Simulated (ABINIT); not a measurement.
## Cl (Cmce): G0W0 in ABINIT against the screening cutoff in the self-energy

Aim: move the screening cutoff in the self-energy of a G0W0 run on Cl (Cmce) over a wide range.

Method: PBE and many-body steps on it, plane waves, in ABINIT 10.8.3.

## Step 1: Starting point

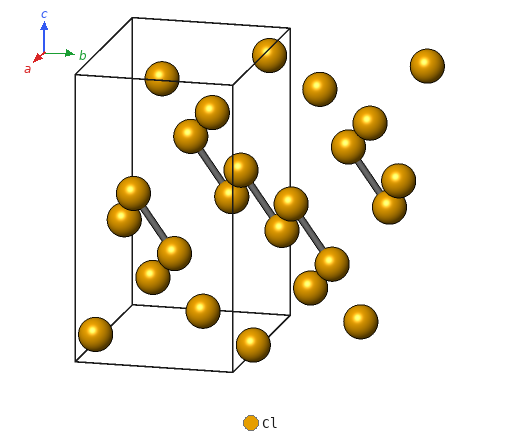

The cell as given, slightly off an axis (chlorine orange). 1×2×1 cells are drawn. This picture shows the conventional cell, with its axes. Bonds to atoms that aren't drawn are left out. Some periodic images of atoms are drawn too.

The cell and positions come from the Crystallography Open Database and are kept as given unless a step says otherwise.

## Step 2: Screening, 4×4×2 mesh, 360 bands, screening to 217.7 eV

This step: ABINIT 10.8.3; RPA screening on PBE, plane waves, norm-conserving pseudopotentials.

The RPA dielectric matrix is built and inverted for each q.

File run.abi:

```
acell 3*1.0 Angstrom
rprim 
  3.145000000000 -2.250000000000 0.000000000000
  3.145000000000 2.250000000000 0.000000000000
  0.000000000000 0.000000000000 8.210000000000
ntypat 1
znucl 17
natom 4
typat 1 1 1 1
xred 
  0.870000000000 0.130000000000 0.100000000000
  0.630000000000 0.370000000000 0.600000000000
  0.130000000000 0.870000000000 0.900000000000
  0.370000000000 0.630000000000 0.400000000000
pp_dirpath "pseudos"
pseudos "Cl.upf"
ecut 25
ngkpt 4 4 2
nshiftk 1
shiftk 0 0 0
kptopt 1
chksymbreak 0
istwfk *1
occopt 1
irdwfk 1
optdriver 3
nband 360
ecuteps 8
inclvkb 2
awtr 1
symchi 1
indata_prefix "in"
outdata_prefix "out"
tmpdata_prefix "tmp"
```

Launch:

```sh
OMP_NUM_THREADS=1 mpirun -n 8 abinit run.abi > log
```

Output:

```text
.Version 10.8.3 of ABINIT. v10.8.2 released Aug 2026.

 Symmetries : space group Cm c a (# 64); Bravais oC (1-face-center ortho.)
[... echo of the input left out ...]
== DATASET  1 ==================================================================
-   mpi_nproc: 8, omp_nthreads: 1 (-1 if OMP is not activated)

--- !DatasetInfo
iteration_state: {dtset: 1, }
dimensions: {natom: 4, nkpt: 14, mband: 360, nsppol: 1, nspinor: 1, nspden: 1, mpw: 4726, }
cutoff_energies: {ecut:  25.0, pawecutdg:  -1.0, }
electrons: {nelect:   2.80000000E+01, charge:   0.00000000E+00, occopt:   1.00000000E+00, tsmear:   1.00000000E-02, }

 SCREENING: Calculation of the susceptibility and dielectric matrices

 Based on a program developped by R.W. Godby, V. Olevano, G. Onida, and L. Reining.
 Incorporated in ABINIT by V. Olevano, G.-M. Rignanese, and M. Torrent.
.Using double precision arithmetic ; gwpc =  8

[... cell and pseudopotentials left out ...]
--------------------------------------------------------------------------------

 ==== K-mesh for the wavefunctions ====
 Number of points in the irreducible wedge :    14
[... list of points left out ...]
 Together with  8 symmetry operations and time-reversal symmetry
 yields    32 points in the full Brillouin Zone.

 ==== Q-mesh for the screening function ====
 Number of points in the irreducible wedge :    14
[... list of points left out ...]
 Together with  8 symmetry operations and time-reversal symmetry
 yields    32 points in the full Brillouin Zone.

 setmesh: FFT mesh size selected  =    30x   30x   60
          total number of points  =        54000

 vcoul_init : cutoff-mode = AUXILIARY_FUNCTION
 q-points for optical limit:   1
     1)      0.000010    0.000020    0.000030

- screening: taking advantage of time-reversal symmetry
- Maximum band index for partially occupied states nbvw = 14
- Remaining bands to be divided among processors   nbcw = 346
- Number of bands treated by each node ~43

 Number of electrons calculated from density =   28.0000; Expected =   28.0000
 average of density, n =  0.035710
 r_s =    1.8838
 omega_plasma =   18.2284 [eV]

 calculating chi0 at frequencies [eV] :
  1    0.000000E+00    0.000000E+00
  2    0.000000E+00    1.822838E+01

--------------------------------------------------------------------------------
  q-point number  1        q = ( 0.000000, 0.000000, 0.000000) [r.l.u.]
--------------------------------------------------------------------------------
[... chi0 elements left out ...]
 For q-point:  0.000010 0.000020 0.000030
  dielectric constant =   2.8102
  dielectric constant without local fields =   3.4624

  Average fulfillment of the sum rule on Im[epsilon] for q-point    1 :     84.19  [%]
[... wings left out ...]
  q-point number  2        q = ( 0.250000, 0.000000, 0.000000) [r.l.u.]
--------------------------------------------------------------------------------
[... chi0 elements left out ...]
  Average fulfillment of the sum rule on Im[epsilon] for q-point    2 :     85.47  [%]

 [... 12 further q-points ...]
```

Elapsed: 6.7 min, on 8 MPI ranks of Arm Neoverse V2, shared host; peak memory 6.7 GiB; 53 min of CPU time.

This step gave:

* ε∞ with local fields, on this mesh, along the program's q direction: 2.810
* the same without local fields: 3.462
* plasma frequency: 18.23 eV
* plane waves in the screening matrix: 865

Local fields lower ε∞ by 19 %. On a Γ-centred mesh this coarse the value itself is usually too large, while a short band sum pulls it down.

## Step 3: 0.8 Ha

This step: G0W0 on PBE, plane waves, norm-conserving pseudopotentials.

run.abi: that of step 2 with these lines changed.

```diff
@@ -25,8 +25,17 @@
 irdwfk 1
-optdriver 3
+optdriver 4
 nband 360
-ecuteps 8
-inclvkb 2
-awtr 1
-symchi 1
+gwcalctyp 0
+ecutsigx 25
+symsigma 1
+nkptgw 2
+kptgw 
+  0.5000000000 0.5000000000 0.0000000000
+  0.0000000000 0.0000000000 0.0000000000
+bdgw 
+  13 16
+  13 16
+ecuteps 0.8
+irdscr 1
+ppmodel 1
 indata_prefix "in"
```

Output:

```text
.Version 10.8.3 of ABINIT. v10.8.2 released Aug 2026.

 Symmetries : space group Cm c a (# 64); Bravais oC (1-face-center ortho.)
[... echo of the input left out ...]
== DATASET  1 ==================================================================
-   mpi_nproc: 8, omp_nthreads: 1 (-1 if OMP is not activated)

--- !DatasetInfo
iteration_state: {dtset: 1, }
dimensions: {natom: 4, nkpt: 14, mband: 360, nsppol: 1, nspinor: 1, nspden: 1, mpw: 4726, }
cutoff_energies: {ecut:  25.0, pawecutdg:  -1.0, }
electrons: {nelect:   2.80000000E+01, charge:   0.00000000E+00, occopt:   1.00000000E+00, tsmear:   1.00000000E-02, }

 SIGMA: Calculation of the GW corrections

 Based on a program developped by R.W. Godby, V. Olevano, G. Onida, and L. Reining.
 Incorporated in ABINIT by V. Olevano, G.-M. Rignanese, and M. Torrent.
.Using double precision arithmetic ; gwpc =  8

[... cell and pseudopotentials left out ...]
--------------------------------------------------------------------------------

 ==== K-mesh for the wavefunctions ====
 Number of points in the irreducible wedge :    14
[... list of points left out ...]
 Together with  8 symmetry operations and time-reversal symmetry
 yields    32 points in the full Brillouin Zone.

 ==== Q-mesh for screening function ====
 Number of points in the irreducible wedge :    14
[... list of points left out ...]
 Together with  8 symmetry operations and time-reversal symmetry
 yields    32 points in the full Brillouin Zone.

 vcoul_init : cutoff-mode = AUXILIARY_FUNCTION
 q-points for optical limit:   1
     1)      0.000010    0.000020    0.000030
 setmesh: FFT mesh size selected  =    36x   36x   72
          total number of points  =        93312

 Number of electrons calculated from density =   28.0000; Expected =   28.0000
 average of density, n =  0.035710
 r_s =    1.8838
 omega_plasma =   18.2284 [eV]

 === KS Band Gaps ===
  >>>> For spin  1
   Minimum direct gap =   2.5251 [eV], located at k-point      :   0.0000  0.0000  0.0000
   Fundamental gap    =   2.4691 [eV], Top of valence bands at :   0.5000  0.5000  0.0000
                                       Bottom of conduction at :   0.0000  0.0000  0.0000
 SIGMA fundamental parameters:
 PLASMON POLE MODEL  1
 number of plane-waves for SigmaX                 4675
 number of plane-waves for SigmaC and W             33
 number of plane-waves for wavefunctions          4675
 number of bands                                   360
 number of independent spin polarizations            1
 number of spinorial components                      1
 number of k-points in IBZ                          14
 number of q-points in IBZ                          14
 number of symmetry operations                       8
 number of k-points in BZ                           32
 number of q-points in BZ                           32
 number of frequencies for dSigma/dE                 9
 frequency step for dSigma/dE [eV]                0.25
 number of omega for Sigma on real axis              0
 max omega for Sigma on real axis  [eV]           0.00
 zcut for avoiding poles [eV]                     0.10

 EPSILON^-1 parameters (SCR file):
 dimension of the eps^-1 matrix on file            865
 dimension of the eps^-1 matrix used                33
 number of plane-waves for wavefunctions          4675
 number of bands                                   360
 number of q-points in IBZ                          14
 number of frequencies                               2
 number of real frequencies                          1
 number of imag frequencies                          1

 matrix elements of self-energy operator (all in [eV])

 Perturbative Calculation

--- !SelfEnergy_ee
iteration_state: {dtset: 1, }
kpoint     : [   0.500,    0.500,    0.000, ]
spin       : 1
KS_gap     :    2.546
QP_gap     :    5.895
Delta_QP_KS:    3.349
data: !SigmaeeData |
     Band     E0 <VxcDFT>   SigX SigC(E0)      Z dSigC/dE  Sig(E)    E-E0       E
       13  -1.186 -14.321 -18.741   2.705   0.825  -0.212 -15.737  -1.416  -2.602
       14  -0.824 -14.674 -19.122   2.741   0.828  -0.208 -16.087  -1.414  -2.237
       15   1.722 -14.106  -8.998  -2.781   0.832  -0.202 -12.171   1.935   3.657
       16   1.912 -14.243  -9.064  -2.769   0.830  -0.205 -12.243   2.000   3.912

--- !SelfEnergy_ee
iteration_state: {dtset: 1, }
kpoint     : [   0.000,    0.000,    0.000, ]
spin       : 1
KS_gap     :    2.525
QP_gap     :    5.800
Delta_QP_KS:    3.275
data: !SigmaeeData |
     Band     E0 <VxcDFT>   SigX SigC(E0)      Z dSigC/dE  Sig(E)    E-E0       E
       13  -0.970 -14.511 -19.022   2.749   0.827  -0.209 -15.968  -1.457  -2.427
       14  -0.880 -14.708 -19.184   2.759   0.827  -0.209 -16.128  -1.420  -2.300
       15   1.645 -13.980  -8.981  -2.772   0.833  -0.200 -12.125   1.855   3.500
       16   2.208 -14.626  -9.222  -2.856   0.827  -0.209 -12.518   2.108   4.316

== END DATASET(S) ==============================================================
================================================================================

 -outvars: echo values of variables after computation  --------
           etotal      0.0000000000E+00
            nband         360
             nkpt          14
          spgroup          64
 [... the other variables as echoed above ...]

 Calculation completed.
```

Elapsed: 5.2 s, on 8 MPI ranks; peak memory 3.3 GiB.

This step gave:

* G0W0 gap on the points computed: 5.737 eV
* starting gap on the mesh: 2.469 eV
* k of the valence top: 0.5, 0.5, 0
* k of the conduction bottom: 0, 0, 0
* Z at the valence top: 0.828
* Z at the conduction bottom: 0.833
* least direct G0W0 gap on the computed points: 5.8 eV

## Step 4: 1.6 Ha

run.abi: that of step 3 with these lines changed.

```diff
@@ -37,3 +37,3 @@
   13 16
-ecuteps 0.8
+ecuteps 1.6
 irdscr 1
```

Output:

```text
.Version 10.8.3 of ABINIT. v10.8.2 released Aug 2026.

 Symmetries : space group Cm c a (# 64); Bravais oC (1-face-center ortho.)
[... echo of the input left out ...]
== DATASET  1 ==================================================================
-   mpi_nproc: 8, omp_nthreads: 1 (-1 if OMP is not activated)

--- !DatasetInfo
iteration_state: {dtset: 1, }
dimensions: {natom: 4, nkpt: 14, mband: 360, nsppol: 1, nspinor: 1, nspden: 1, mpw: 4726, }
cutoff_energies: {ecut:  25.0, pawecutdg:  -1.0, }
electrons: {nelect:   2.80000000E+01, charge:   0.00000000E+00, occopt:   1.00000000E+00, tsmear:   1.00000000E-02, }

 SIGMA: Calculation of the GW corrections

 Based on a program developped by R.W. Godby, V. Olevano, G. Onida, and L. Reining.
 Incorporated in ABINIT by V. Olevano, G.-M. Rignanese, and M. Torrent.
.Using double precision arithmetic ; gwpc =  8

[... cell and pseudopotentials left out ...]
--------------------------------------------------------------------------------

 ==== K-mesh for the wavefunctions ====
 Number of points in the irreducible wedge :    14
[... list of points left out ...]
 Together with  8 symmetry operations and time-reversal symmetry
 yields    32 points in the full Brillouin Zone.

 ==== Q-mesh for screening function ====
 Number of points in the irreducible wedge :    14
[... list of points left out ...]
 Together with  8 symmetry operations and time-reversal symmetry
 yields    32 points in the full Brillouin Zone.

 vcoul_init : cutoff-mode = AUXILIARY_FUNCTION
 q-points for optical limit:   1
     1)      0.000010    0.000020    0.000030
 setmesh: FFT mesh size selected  =    36x   36x   72
          total number of points  =        93312

 Number of electrons calculated from density =   28.0000; Expected =   28.0000
[...]
number of omega for Sigma on real axis              0
 max omega for Sigma on real axis  [eV]           0.00
 zcut for avoiding poles [eV]                     0.10

 EPSILON^-1 parameters (SCR file):
 dimension of the eps^-1 matrix on file            865
 dimension of the eps^-1 matrix used                65
 number of plane-waves for wavefunctions          4675
 number of bands                                   360
 number of q-points in IBZ                          14
 number of frequencies                               2
 number of real frequencies                          1
 number of imag frequencies                          1

 matrix elements of self-energy operator (all in [eV])

 Perturbative Calculation

--- !SelfEnergy_ee
iteration_state: {dtset: 1, }
kpoint     : [   0.500,    0.500,    0.000, ]
spin       : 1
KS_gap     :    2.546
QP_gap     :    5.746
Delta_QP_KS:    3.200
data: !SigmaeeData |
     Band     E0 <VxcDFT>   SigX SigC(E0)      Z dSigC/dE  Sig(E)    E-E0       E
       13  -1.186 -14.321 -18.741   2.704   0.812  -0.232 -15.714  -1.393  -2.579
       14  -0.824 -14.674 -19.122   2.736   0.813  -0.230 -16.066  -1.392  -2.216
       15   1.722 -14.106  -8.998  -2.898   0.818  -0.222 -12.298   1.808   3.530
[...]
--- !SelfEnergy_ee
iteration_state: {dtset: 1, }
kpoint     : [   0.000,    0.000,    0.000, ]
spin       : 1
KS_gap     :    2.525
QP_gap     :    5.632
Delta_QP_KS:    3.107
data: !SigmaeeData |
     Band     E0 <VxcDFT>   SigX SigC(E0)      Z dSigC/dE  Sig(E)    E-E0       E
[...]
15   1.645 -13.980  -8.981  -2.883   0.820  -0.220 -12.245   1.735   3.380
       16   2.208 -14.626  -9.222  -2.995   0.813  -0.231 -12.669   1.958   4.165

== END DATASET(S) ==============================================================
================================================================================

 -outvars: echo values of variables after computation  --------
           etotal      0.0000000000E+00
            nband         360
             nkpt          14
          spgroup          64
 [... the other variables as echoed above ...]

 Calculation completed.
```

The job ended after 6.2 s (8 MPI ranks; peak memory 2.8 GiB).

Numbers from this step:

- G0W0 gap on the points computed: 5.596 eV
- starting gap on the mesh: 2.469 eV
- k of the valence top: 0.5, 0.5, 0
- k of the conduction bottom: 0, 0, 0
- Z at the valence top: 0.813
- Z at the conduction bottom: 0.82
- least direct G0W0 gap on the computed points: 5.632 eV

## Step 5: 2.8 Ha

The self-energy is evaluated for the states that the input lists, and the levels follow from it, in one-shot runs by the linearised quasiparticle equation.

run.abi: that of step 4 with these lines changed.

```diff
@@ -37,3 +37,3 @@
   13 16
-ecuteps 1.6
+ecuteps 2.8
 irdscr 1
```

Output:

```text
.Version 10.8.3 of ABINIT. v10.8.2 released Aug 2026.

 Symmetries : space group Cm c a (# 64); Bravais oC (1-face-center ortho.)
[... echo of the input left out ...]
== DATASET  1 ==================================================================
-   mpi_nproc: 8, omp_nthreads: 1 (-1 if OMP is not activated)

--- !DatasetInfo
iteration_state: {dtset: 1, }
dimensions: {natom: 4, nkpt: 14, mband: 360, nsppol: 1, nspinor: 1, nspden: 1, mpw: 4726, }
cutoff_energies: {ecut:  25.0, pawecutdg:  -1.0, }
[...]
Band     E0 <VxcDFT>   SigX SigC(E0)      Z dSigC/dE  Sig(E)    E-E0       E
[...]
15   1.645 -13.980  -8.981  -3.156   0.803  -0.245 -12.500   1.480   3.125
       16   2.208 -14.626  -9.222  -3.335   0.795  -0.258 -12.982   1.645   3.852

== END DATASET(S) ==============================================================
================================================================================

 -outvars: echo values of variables after computation  --------
           etotal      0.0000000000E+00
            nband         360
             nkpt          14
          spgroup          64
 [... the other variables as echoed above ...]

 Calculation completed.
```

The job ended after 9.2 s (8 MPI ranks; peak memory 3.2 GiB).

Numbers from this step:

| Property | Result |
| --- | --- |
| G0W0 gap on the points computed | 5.499 eV |
| starting gap on the mesh | 2.469 eV |
| k of the valence top | 0.5, 0.5, 0 |
| k of the conduction bottom | 0, 0, 0 |
| least direct G0W0 gap on the computed points | 5.55 eV |

The gap on the mesh goes from 2.47 eV to 5.50 eV, a correction of +3.03 eV.

[end of part 1 of 2]

[Paths, hosts, dates, memory and timing lines, banners, echoed tables and standing remarks are left out of the program output.]

[Logs are printed without paths, hosts, clocks, repeated set-up lines and the standing remarks that a program may print on its own settings, such as how far it seeks lower states.]

[Runs of the session that timed out or met a known fault of the program may be left out.]

[Hosts, paths, dates, database ids (printed as entryN), source tags and the programs' standing remarks are cut or masked in the printed files.]

[G0W0 gaps are taken among the corrected bands and points alone; a level outside them can change the order at an edge.]

[Where Ansatz stands beside ABINIT at settings called matched, ABINIT's density can come from a denser mesh and the files from another edition; pairs whose starting gaps differed by over 0.03 eV were left out, so agreement reads better than it is.]
